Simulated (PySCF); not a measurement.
**C$_{4}$H$_{11}$OP (SMILES CPCCCO): density, localisation and related maps**

The calculation's input:

```
{"job": {"kind": "nmr", "xc": "PBE0", "basis": "pcSseg-1"}, "charge": 0, "multiplicity": 1}
C      2.011119     0.213874     0.838550
P      1.128804     0.939494    -0.625643
C      0.092702    -0.544616    -1.108261
C     -1.054418    -0.837532    -0.148457
C     -1.906411     0.407307     0.087442
O     -1.166588     1.432694     0.700844
H      2.217606    -0.845938     0.695913
H      1.422712     0.353339     1.744004
H      2.949433     0.751186     0.961662
H      2.149759     0.577463    -1.528857
H     -0.309963    -0.324887    -2.100927
H      0.740585    -1.422127    -1.190455
H     -0.654526    -1.180394     0.810942
H     -1.684650    -1.632978    -0.553084
H     -2.237590     0.819275    -0.868378
H     -2.791707     0.154049     0.688071
H     -0.913864     1.151821     1.586726
```

Run with:

```sh
OMP_NUM_THREADS=1 python probes_run.py task.json out
```

Geometry: GFN2-xTB.

Method: PBE0/pcSseg-1, SCF density, gas phase, non-relativistic (PySCF).

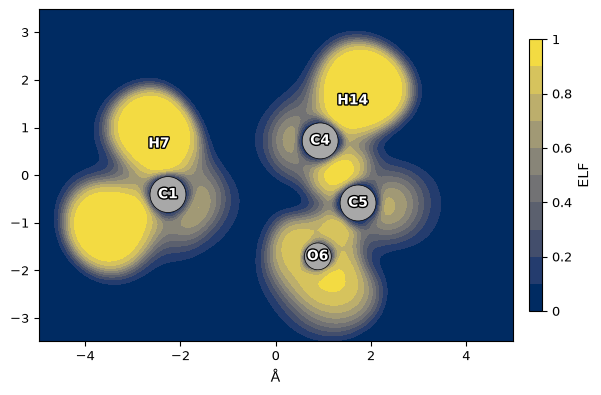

Figure 1. ELF on the plane of atoms C5, C4 and H14. Grey discs cover the atomic cores.

### What do the fields say about this system?

The section cuts through C, O and H sites. C–O (1.41 Å): the ELF peaks at about 0.90 between the atoms, as expected for a shared but strongly polarised pair. C–C (1.53 Å): the ELF peaks at about 0.95 between the atoms, as expected for localised, covalent bonding. C–H (1.09 Å): the ELF climbs to about 1 towards the hydrogen, as it does in any bond to H (an ordinary covalent bond to hydrogen). The ELF also peaks beside O6, away from the bonds: lone-pair regions.

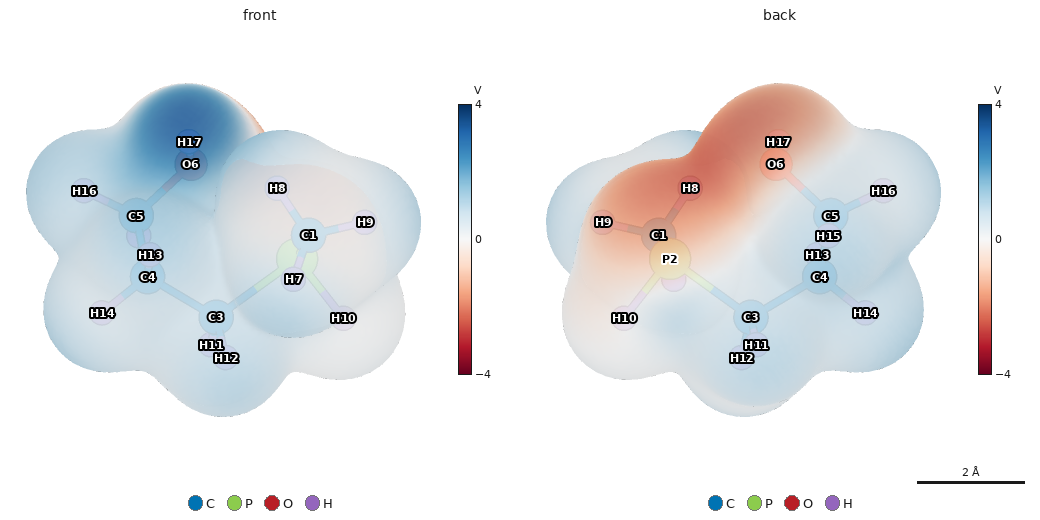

Figure 2. The molecular electrostatic potential painted on the density surface at 0.004 e/bohr³, seen from the front and from behind; the colour scale runs from red (negative) to blue (positive).

### Where is the surface potential most negative and most positive?

The most negative region (about −2.2 V) lies over P2 and O6, the most positive (about +3.0 V) over H17.

### How polar is the molecule by this calculation?

Its dipole moment is 2.77 D.
